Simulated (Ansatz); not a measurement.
# A failed many-body run on MoS2 (P6_3/mmc)

A first try at the G0W0 gap of MoS2 (P6_3/mmc), what the program said, and an input that works.

Main program and level: Ansatz 0.2.0; G0W0 on PBE, plane waves, PAW.

The database entry behind the starting cell differs from later determinations by our own check (about 0.3 % long), so it need not match the best structure at ambient conditions.

## (1) The starting structure

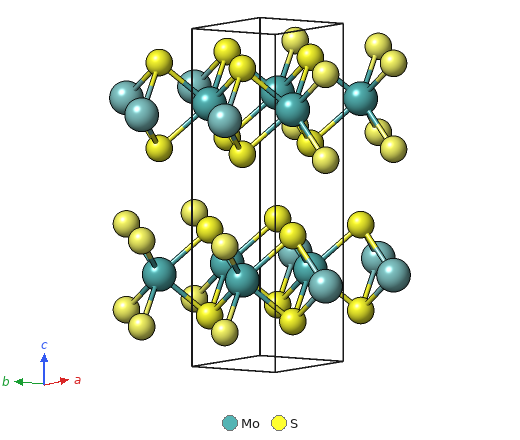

Start, viewed from a free direction; molybdenum teal, sulfur yellow. 2×2×1 cells are drawn. Some periodic images of atoms are drawn too.

Structure file:

```cif
data_structure
_symmetry_space_group_name_H-M 'P6_3/mmc'
_symmetry_Int_Tables_number 194
_cell_length_a 3.1690
_cell_length_b 3.1690
_cell_length_c 12.3240
_cell_angle_alpha 90.000
_cell_angle_beta 90.000
_cell_angle_gamma 120.000
_cell_volume 107.18
loop_
_atom_site_label
_atom_site_type_symbol
_atom_site_symmetry_multiplicity
_atom_site_Wyckoff_symbol
_atom_site_fract_x
_atom_site_fract_y
_atom_site_fract_z
_atom_site_occupancy
Mo1 Mo 2 c 0.33333 0.66667 0.25000 1
S1 S 4 f 0.33333 0.66667 0.62300 1
```

The cell and positions come from the Crystallography Open Database and are kept as given unless a step says otherwise. The default PAW set here is soft_2. Its files were made with PBE.

## (2) First try

input.yaml

```yaml
crystal:
  lattice:
    - [3.169, 0.0, 0.0]
    - [-1.5845, 2.7444345046, 0.0]
    - [0.0, 0.0, 12.324]
  atoms:
    - { symbol: Mo, position: [0.3333333333, 0.6666666667, 0.25] }
    - { symbol: Mo, position: [0.6666666667, 0.3333333333, 0.75] }
    - { symbol: S, position: [0.3333333333, 0.6666666667, 0.623] }
    - { symbol: S, position: [0.6666666667, 0.3333333333, 0.123] }
    - { symbol: S, position: [0.3333333333, 0.6666666667, 0.877] }
    - { symbol: S, position: [0.6666666667, 0.3333333333, 0.377] }
kpoints:
  mp_grid: { grid: [6, 6, 2] }
hamiltonian:
  xc: pbe
scf:
  occupations: { method: fixed }
gw:
  n_empty_bands: 113
  ecut_chi: 60
  qp_bands: [v2, c2]
  qp_kpoints: band_edges
  screening: { model: contour_deformation }
  plasmon_pole_fit_frequency: 20
```

Command:

```sh
ansatz run input.yaml --threads 3 --pin off --max-ram 64512MiB --backend cuda --events-out ev --progress --plain --runs-dir out --devices 1 --max-vram 24GiB  # rebuilt from the run's record
```

Numbers of over 12 decimals in the logs are rounded to 6 here.

The log of the run:

```text
Error: inconsistent input (gw.plasmon_pole_fit_frequency, gw.screening.model): the fit frequency is the Godby–Needs plasmon-pole model's, and contour deformation fits no pole — remove gw.plasmon_pole_fit_frequency, or set gw.screening.model: godby_needs
```

Elapsed: 0.03 s, on 3 threads of AMD EPYC 7R13 (Zen 3), shared host; peak memory 0.06 GiB.

**Diagnosis.**

The program refused the input before any cycle.

The program's message: “Error: inconsistent input (gw.plasmon_pole_fit_frequency, gw.screening.model): the fit frequency is the Godby–Needs plasmon-pole model's, and contour deformation fits no pole — remove gw.plasmon_pole_ …”

The fault: fit frequency beside contour deformation. Contour deformation fits no pole, so the key has no meaning there.

## (3) A better input

Now the one-shot GW correction: screening in the RPA, then the self-energy of the levels asked for.

Changes to input.yaml since step 2:

```diff
@@ -19,4 +19,4 @@
 gw:
-  n_empty_bands: 113
-  ecut_chi: 60
+  n_empty_bands: 243
+  ecut_chi: 100.0
   qp_bands: [v2, c2]
@@ -24,2 +24 @@
   screening: { model: contour_deformation }
-  plasmon_pole_fit_frequency: 20
```

The log of the run:

```text
GPUs: using 1 of 1 available (devices: 1).
[...]
device memory: the entry about to start is reckoned to put 1.1 GiB on a device that reports 72.6 GiB free (of which the cap on the GPU budget leaves the run 24.0 GiB)
GPU FFT provider: cuFFT
GPU libraries: cuBLAS 13.8.1, cuFFT 12.4.0, cuSOLVER 12.3.2
Crystal: 6 atoms, lattice volume = 107.183 Å³
Basis set: ecut = 420 eV, 2081 PW (Γ)
Bands: 32, of which v1, the nominal top of the filled ones, is band 26 counted from 1 (25 counted from 0)
Symmetry: 24 space group operations
[...]
k-points: 14 of 72
[...]
GPU buffer pool allocated for 51840 grid points (all kernels)
GPU transforms: local potential and band sums: pruned to the plane-wave sphere, on 24×24×90
[...]
SCF iter   1: F=—  HF=-13525.526697 eV  |F-HF|=—  |Δ(HF+E_count)|=         —  Δρ=5.46e-3  dr2=7.41e-3  ethr=1.77e-3  ⟨swp⟩=5.0  Hψ=1664  notcnv=0  defer=42
[...]
0    25      9.7496   -18.6978     1.1475   -17.5874  0.7316     9.7866     9.7867  root
     0    26     10.8968   -19.7402     0.6610   -19.1818  0.7392    10.9992    10.9994  root
     0    27     12.9944   -13.7864    -4.2040   -18.5169  0.7404    13.5267    13.5209  root
     0    28     12.9944   -13.7864    -4.2040   -18.5169  0.7404    13.5267    13.5209  root
     1    25     10.6302   -19.4298     0.9234   -18.5535  0.7406    10.6773    10.6773  root
     1    26     10.6302   -19.4298     0.9234   -18.5535  0.7406    10.6773    10.6773  root
     1    27     12.9998   -13.7331    -4.1993   -18.4521  0.7402    13.5253    13.5195  root
     1    28     12.9998   -13.7331    -4.1993   -18.4521  0.7402    13.5253    13.5195  root
[...]
13    25     10.2018   -19.2682     0.5936   -18.8105  0.7397    10.3374    10.3377  root
    13    26     10.2018   -19.2682     0.5936   -18.8105  0.7397    10.3374    10.3377  root
    13    27     11.9456   -16.1207    -3.8432   -20.5422  0.7348    12.5297    12.5239  root
    13    28     11.9456   -16.1207    -3.8432   -20.5422  0.7348    12.5297    12.5239  root
[key lines of the parts left out:]
SCF converged after 7 iterations
Free energy (F): -13525.540647 eV
Fermi energy:    10.896774 eV
```

Run time: 12 s. Hardware: 1 × NVIDIA H100 80GB HBM3 (shared by 3 runs) with 3 threads; peak memory 1.4 GiB.

Reading the cycles: dr2 is the Hartree energy of the density residual (eV), the measure of convergence; HF is the Harris–Foulkes estimate of the energy, which meets the free energy F at convergence.

This step gave:

| Item | Value |
| --- | --- |
| bands summed | 269 |
| RPA ε∞ on this mesh (eigenvalues) | 6.249, 15.26, 15.26 |
| plane waves in the screening matrix | 255 |
| q-points in the mesh | 72 |
| G0W0 gap on the mesh | 1.207 eV |
| k of the valence top | 0, 0, 0 |
| k of the conduction bottom | 0.1667, 0.1667, 0 |
| starting gap on the mesh | 0.8857 eV |
| Z at the valence top | 0.7392 |
| Z at the conduction bottom | 0.7492 |
| least direct G0W0 gap on the computed points | 2.079 eV |

The gap on the mesh goes from 0.89 eV to 1.21 eV, a correction of +0.32 eV. Between the two edge states, bare exchange in place of the xc potential would open the gap by 4.75 eV, and correlation takes back 4.43 eV.

## (4) Outcome

```
first try  : refused after 0.03 s
better run : G0W0 gap on the mesh 1.21 eV (6×6×2 mesh, 243 empty bands, screening to 100 eV)
```

What this shows: The second run differs in: empty bands, screening cutoff (eV) and plasmon pole fit frequency. Bands and cutoff are finite, so the gap is not at the basis limit. The miss can reach some tenths of an eV and take either sign; the mesh is an error of its own. The 6×6×2 mesh is coarse for this cell (its supercell is 19 Å along the shortest edge). The RPA ε∞ on it, from the PBE start, is 6.25 and 15.26; such meshes misread the long-range screening, most where the gap is narrow. The many-body steps are scalar-relativistic: spin-orbit coupling is not in them.

[Paths, hosts, dates, memory and timing lines, banners, echoed tables and standing remarks are left out of the program output.]

[Logs are printed without paths, hosts, clocks, repeated set-up lines and the standing remarks that a program may print on its own settings, such as how far it seeks lower states.]

[Runs of the session that timed out or met a known fault of the program may be left out.]

[Cells called generated may have been cut or substituted from an entry of the Crystallography Open Database or the Materials Project.]

[Hosts, paths, dates, database ids (printed as entryN), source tags and the programs' standing remarks are cut or masked in the printed files.]
